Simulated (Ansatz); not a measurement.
**Single-point calculation of C3H6N2**

The run: single-point calculation of C3H6N2, SMILES N=CCC=N. Method and program: RKS B3LYP-D4/def2-TZVPP (Ansatz 0.2.0).

The geometry comes from this level: PBE0-D4/def2-TZVP. Figures and captions count atoms from 1; the log counts them from 0 in places.

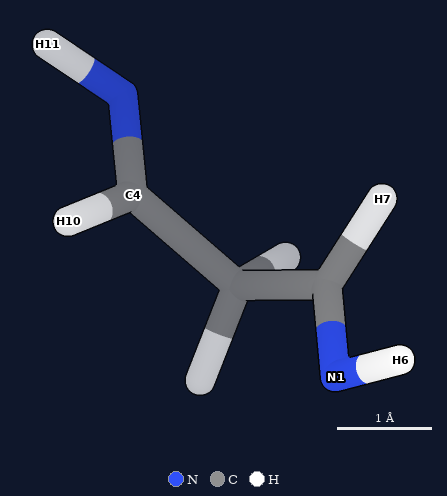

Figure 1. The input geometry (stick view, seen at a tilt; atoms are numbered from 1 in the order of the input).

## Summary

- outcome: converged
- total energy: −6190.5789 eV
- mean-field energy: −6190.2799 eV
- dispersion energy: −0.2990 eV
- SCF solution under orbital rotations: stable
- HOMO: −7.48 eV
- LUMO: −1.14 eV
- largest force (length of the vector): 0.216 eV/Å
- dipole moment: 1.26 D
- hardware: 4 threads of Arm Neoverse V2, 95 GiB of memory available, shared host
- wall time: 3.2 s (CPU time 12 s)
- peak memory: 0.56 GiB

## Input
```yaml
crystal:
  periodic: [false, false, false]
  atoms:
    - {symbol: N, position_ang: [-0.911400, 1.821914, -0.893671]}
    - {symbol: C, position_ang: [-0.864599, 0.584562, -0.645386]}
    - {symbol: C, position_ang: [0.438272, -0.154890, -0.596521]}
    - {symbol: C, position_ang: [0.757811, -0.554049, 0.812467]}
    - {symbol: N, position_ang: [0.721137, -1.761702, 1.180016]}
    - {symbol: H, position_ang: [-1.872787, 2.160933, -0.875162]}
    - {symbol: H, position_ang: [-1.753630, -0.023181, -0.430820]}
    - {symbol: H, position_ang: [0.377480, -1.063087, -1.201680]}
    - {symbol: H, position_ang: [1.218248, 0.504654, -0.985634]}
    - {symbol: H, position_ang: [1.000719, 0.276652, 1.488265]}
    - {symbol: H, position_ang: [0.954052, -1.848608, 2.168825]}
basis:
  gaussian: {orbitals: def2-TZVPP}
hamiltonian: {xc: {name: B3LYP}, dispersion: d4}
output: {forces: true, orbitals: {seedname: orbitals}}
```

Command:
```bash
ansatz run in.yaml --threads 4 --pin off --events-out ev --progress --plain --max-ram 10444MiB
```

## What the program printed
```
Functional definition: B3LYP
  name "B3LYP"
  cite "Stephens, Devlin, Chabalowski & Frisch, J. Phys. Chem. 98, 11623 (1994) doi:10.1021/j100096a001"
  cite "Becke, Phys. Rev. A 38, 3098 (1988) doi:10.1103/PhysRevA.38.3098"
  cite "Lee, Yang & Parr, Phys. Rev. B 37, 785 (1988) doi:10.1103/PhysRevB.37.785"
  cite "Vosko, Wilk & Nusair, Can. J. Phys. 58, 1200 (1980) doi:10.1139/p80-159"
  parameter a0 = 0.2
  parameter ax = 0.72
  parameter ac = 0.81
  exchange = (1 - a0 - ax)*slater_x + ax*b88_x + a0*exact_x
  correlation = (1 - ac)*vwn_rpa_c + ac*lyp_c
1204 factors; their error is unknown
mean field evaluation 1: about -6179.0794 eV, gradient 7.3e1 eV
mean field evaluation 2: about -6168.9113 eV, gradient 9.7e1 eV
mean field evaluation 4: about -6190.1571 eV, gradient 7.6e0 eV
mean field evaluation 8: about -6190.2868 eV, gradient 6.0e-2 eV
mean field evaluation 16: about -6190.2797 eV, gradient 1.3e-4 eV
mean field -6190.27967462 eV, -227.4885821200 hartree, gradient 2.0e-5 eV, S^2 0.000000; 0 other end points of the search recorded, 0 dependent functions left out
the calculation of the forces begins
reference -6190.27993335 eV, -227.4885916282 hartree; 19, 19 occupied and 220, 220 virtual orbitals, 1204 factors
Total energy: -6190.57889422 eV, -227.4995782375 hartree
Atom 0 at    -0.911400     1.821914    -0.893671 Å, force    -0.087963     0.157885    -0.022564 eV/Å
Atom 1 at    -0.864599     0.584562    -0.645386 Å, force    -0.135243    -0.128899     0.010761 eV/Å
Atom 2 at     0.438272    -0.154890    -0.596521 Å, force     0.123941    -0.042811    -0.171190 eV/Å
Atom 3 at     0.757811    -0.554049     0.812467 Å, force     0.064840     0.153056     0.085635 eV/Å
Atom 4 at     0.721137    -1.761702     1.180016 Å, force     0.014701    -0.132495     0.124101 eV/Å
Atom 5 at    -1.872787     2.160933    -0.875162 Å, force     0.013282     0.039867    -0.006901 eV/Å
Atom 6 at    -1.753630    -0.023181    -0.430820 Å, force     0.048963     0.043172    -0.013869 eV/Å
Atom 7 at     0.377480    -1.063087    -1.201680 Å, force     0.012334     0.054665     0.019167 eV/Å
Atom 8 at     1.218248     0.504654    -0.985634 Å, force    -0.034180    -0.046958     0.010942 eV/Å
Atom 9 at     1.000719     0.276652     1.488265 Å, force    -0.013361    -0.055484    -0.034724 eV/Å
Atom 10 at     0.954052    -1.848608     2.168825 Å, force    -0.007315    -0.041999    -0.001357 eV/Å
Dipole moment:    -0.150701     0.051955     0.207200 e Å
```

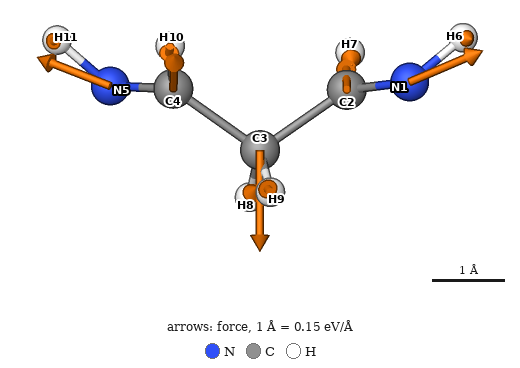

Figure 2. Forces on the atoms as orange arrows (ball-and-stick view, seen on its broad side; atoms are numbered from 1 in the order of the input). The largest act on C3 (0.22 eV/Å); C2, C4 (0.19 eV/Å); N1, N5 (0.18 eV/Å); H7, H10 (0.07 eV/Å). The geometry is not a stationary point of this energy.

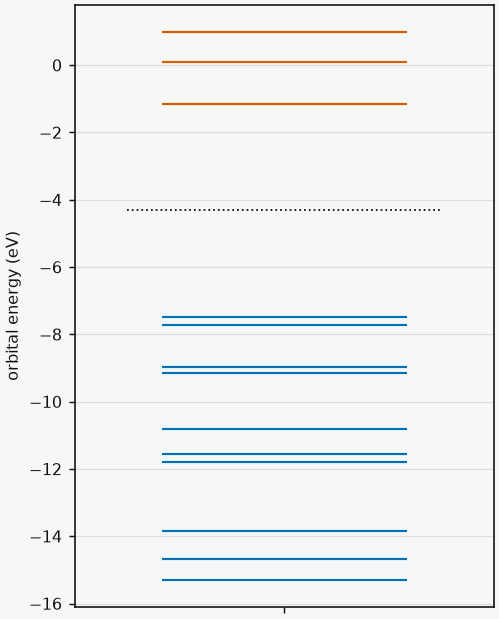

Figure 3. Orbital energies near the frontier; the dotted line parts filled from empty levels, and levels within 0.02 eV of each other stand side by side. Highest filled −7.48 eV, lowest empty −1.14 eV, 6.34 eV apart.

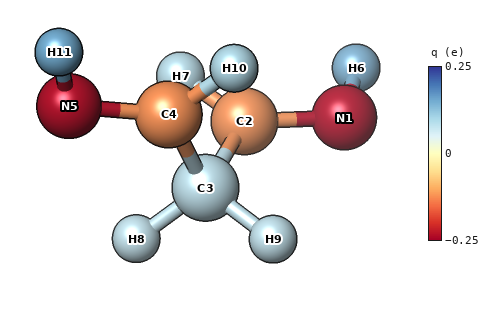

Figure 4. Mulliken charges, as the colour of each atom (ball-and-stick view, seen at a tilt; atoms are numbered from 1 in the order of the input). By element: N −0.24, C −0.12 to +0.08 and H +0.08 to +0.15 e.
